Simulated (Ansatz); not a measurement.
**InH2OF (SMILES [OH][InH][F]) at HF/STO-3G**

Aim: the electronic atomisation energy of InH2OF at HF/STO-3G, from 5 runs. 

The results are computed with Ansatz 0.2.0.

37 further runs of the same task are left out: 1 that didn't finish, 36 set aside as unsound or not needed.

## (1) The molecule

The species is InH2OF (5 atoms), meant as a singlet with charge 0. SMILES: `[OH][InH][F]`. The shape is that of a PBE0-D4/def2-TZVP optimisation. This is a higher conformer, about 10 kJ/mol above the lowest found by a separate search.

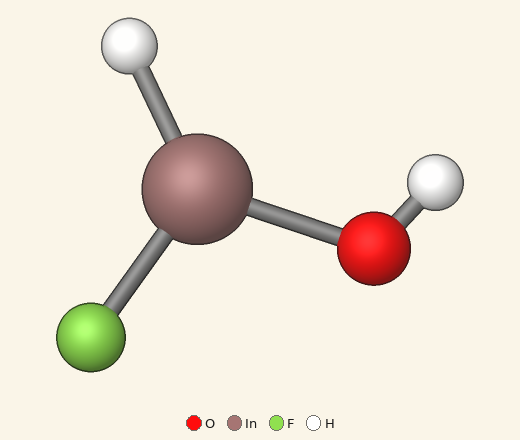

Viewed from a chosen angle; oxygen red, indium brown, fluorine green, hydrogen white.

## (2) A single-point energy at HF/STO-3G

Input file job.yaml:

```yaml
crystal:
  periodic: [false, false, false]
  atoms:
    - {symbol: O, position_ang: [-1.279500, -0.345900, -0.577400]}
    - {symbol: In, position_ang: [0.480100, 0.042500, 0.210000]}
    - {symbol: F, position_ang: [1.185900, -1.654700, 0.841500]}
    - {symbol: H, position_ang: [-1.725200, 0.429800, -0.925700]}
    - {symbol: H, position_ang: [1.388500, 1.454700, 0.410200]}
basis:
  gaussian:
    orbitals: STO-3G
hamiltonian:
  xc: hf
output: {orbitals: {seedname: orbitals}}
accuracy: high
```

Started as:

```
$ ansatz run job.yaml --threads 1 --pin off --max-ram 3480MiB --events-out events.jsonl --progress --plain --runs-dir runs
```

The program printed:

```text
Warning: RAYON_NUM_THREADS=1 ignored (pool sized by the plan → 1); use --threads N
Functional definition: HF
  name "HF"
  exchange = exact_x
  correlation = 0
742 factors; integrals over basis functions are off by at most 3.8e-9 eV
mean field evaluation 1: about -159343.7725 eV, gradient 2.7e1 eV
mean field evaluation 2: about -159343.8288 eV, gradient 2.7e1 eV
mean field evaluation 4: about -159347.5556 eV, gradient 1.9e0 eV
mean field evaluation 8: about -159347.5766 eV, gradient 9.7e-4 eV
mean field -159347.57656121 eV, -5855.9154289577 hartree, gradient 4.6e-8 eV, S^2 0.000000; 0 other end points of the search recorded, 0 dependent functions left out
reference -159347.57656121 eV, -5855.9154289577 hartree; 34, 34 occupied and 5, 5 virtual orbitals, 742 factors
Total energy: -159347.57656121 eV, -5855.9154289577 hartree
```

Wall time 2.2 s (1 thread of Intel Xeon Platinum 8259CL at 2.50GHz (Skylake/Cascade Lake), shared host); peak memory 0.11 GiB.

## (3) The F atom

Input file in.yaml:

```yaml
crystal:
  periodic: [false, false, false]
  atoms:
    - {symbol: F, position_ang: [0.000000, 0.000000, 0.000000]}
basis:
  gaussian:
    orbitals: STO-3G
magnetization:
  spin_polarized: true
  initial_magnetization: 1
hamiltonian:
  xc: hf
accuracy: high
```

Started as:

```
$ ansatz run in.yaml --threads 1 --pin off --max-ram 3480MiB --events-out events.jsonl --progress --plain --runs-dir runs
```

The program printed:

```text
Warning: RAYON_NUM_THREADS=1 ignored (pool sized by the plan → 1); use --threads N
Functional definition: HF
  name "HF"
  exchange = exact_x
  correlation = 0
15 factors; integrals over basis functions are off by at most 1.2e-9 eV
mean field evaluation 1: about -2666.3486 eV, gradient 1.8e-14 eV
mean field evaluation 2: about -2666.3486 eV, gradient 0.0e0 eV
mean field -2666.34863534 eV, -97.9865050328 hartree, gradient 0.0e0 eV, S^2 0.750000; 2 other end points of the search recorded, 0 dependent functions left out
reference -2666.34863534 eV, -97.9865050328 hartree; 5, 4 occupied and 0, 1 virtual orbitals, 15 factors
Total energy: -2666.34863534 eV, -97.9865050328 hartree
```

It took 0.06 s on 1 thread of Intel Xeon Platinum 8259CL at 2.50GHz (Skylake/Cascade Lake), shared host.

## (4) The H atom, same level

Input file job.yaml:

```yaml
crystal:
  periodic: [false, false, false]
  atoms:
    - {symbol: H, position_ang: [0.000000, 0.000000, 0.000000]}
basis:
  gaussian: {orbitals: STO-3G}
magnetization: {spin_polarized: true, initial_magnetization: 1}
hamiltonian: {xc: hf}
accuracy: high
```

Run the same way, it converges to -0.46658 Eh (log not shown).

## (5) The In atom at the same level

in.yaml, as its differences from that of step 3:

```diff
@@ -3,3 +3,3 @@
   atoms:
-    - {symbol: F, position_ang: [0.000000, 0.000000, 0.000000]}
+    - {symbol: In, position_ang: [0.000000, 0.000000, 0.000000]}
 basis:
```

Started as:

```
$ ansatz run in.yaml --threads 1 --pin off --max-ram 3480MiB --events-out events.jsonl --progress --plain --runs-dir runs
```

The program printed:

```text
Warning: RAYON_NUM_THREADS=1 ignored (pool sized by the plan → 1); use --threads N
Functional definition: HF
  name "HF"
  exchange = exact_x
  correlation = 0
251 factors; integrals over basis functions are off by at most 4.7e-9 eV
mean field evaluation 1: about -154636.2366 eV, gradient 3.2e-1 eV
mean field evaluation 2: about -154636.2501 eV, gradient 3.2e-1 eV
mean field evaluation 4: about -154636.2504 eV, gradient 2.8e-6 eV
mean field evaluation 8: about -154634.7519 eV, gradient 5.2e0 eV
mean field evaluation 16: about -154630.7497 eV, gradient 6.1e0 eV
mean field -154636.25040505 eV, -5682.7773861704 hartree, gradient 7.2e-9 eV, S^2 0.750002; 0 other end points of the search recorded, 0 dependent functions left out
reference -154636.25040505 eV, -5682.7773861704 hartree; 25, 24 occupied and 2, 3 virtual orbitals, 251 factors
Total energy: -154636.25040505 eV, -5682.7773861704 hartree
```

It took 0.71 s on 1 thread of Intel Xeon Platinum 8259CL at 2.50GHz (Skylake/Cascade Lake), shared host.

## (6) The O atom, same level

Input file job.yaml:

```yaml
crystal:
  periodic: [false, false, false]
  atoms:
    - {symbol: O, position_ang: [0.000000, 0.000000, 0.000000]}
basis:
  gaussian: {orbitals: STO-3G}
hamiltonian: {xc: hf}
magnetization: {spin_polarized: true, initial_magnetization: 2}
accuracy: high
```

Started as:

```
$ ansatz run job.yaml --threads 1 --pin off --max-ram 3480MiB --events-out events.jsonl --progress --plain --runs-dir runs
```

The program printed:

```text
Warning: RAYON_NUM_THREADS=1 ignored (pool sized by the plan → 1); use --threads N
Functional definition: HF
  name "HF"
  exchange = exact_x
  correlation = 0
15 factors; integrals over basis functions are off by at most 1.1e-9 eV
mean field evaluation 1: about -2008.3132 eV, gradient 1.7e-14 eV
mean field evaluation 2: about -2008.3132 eV, gradient 0.0e0 eV
mean field -2008.31323932 eV, -73.8041502613 hartree, gradient 0.0e0 eV, S^2 2.000000; 2 other end points of the search recorded, 0 dependent functions left out
reference -2008.31323932 eV, -73.8041502613 hartree; 5, 3 occupied and 0, 2 virtual orbitals, 15 factors
Total energy: -2008.31323932 eV, -73.8041502613 hartree
```

Run time: 0.06 s. Hardware: 1 thread of Intel Xeon Platinum 8259CL at 2.50GHz (Skylake/Cascade Lake), shared host.

## (7) Results

At HF/STO-3G:

| quantity | value |
| --- | --- |
| molecule: total energy | -5855.91543 Eh |
| molecule: HOMO energy | -8.13 eV |
| molecule: LUMO energy | 6.41 eV |
| molecule: HOMO–LUMO gap | 14.53 eV |
| F atom: total energy | -97.98651 Eh |
| F atom: ⟨S²⟩ | 0.750 |
| H atom: total energy | -0.46658 Eh |
| H atom: ⟨S²⟩ | 0.750 |
| In atom: total energy | -5682.77739 Eh |
| In atom: ⟨S²⟩ | 0.750 |
| O atom: total energy | -73.80415 Eh |
| O atom: ⟨S²⟩ | 2.000 |
| electronic atomisation energy | 11.272 eV |

What this shows: Taking the molecule apart into free atoms costs 11.27 eV (260 kcal/mol), before zero-point energy and without spin-orbit coupling. Hartree–Fock lacks the correlation of the bonding pairs, which as a rule makes this value much too low; in minimal bases other errors can mask that. In a minimal basis such a difference can be off by several eV, whatever the method. Relativity is left out (molecule) although the molecule holds a heavy atom. Relativity is left out (In atom) although the molecule holds a heavy atom.
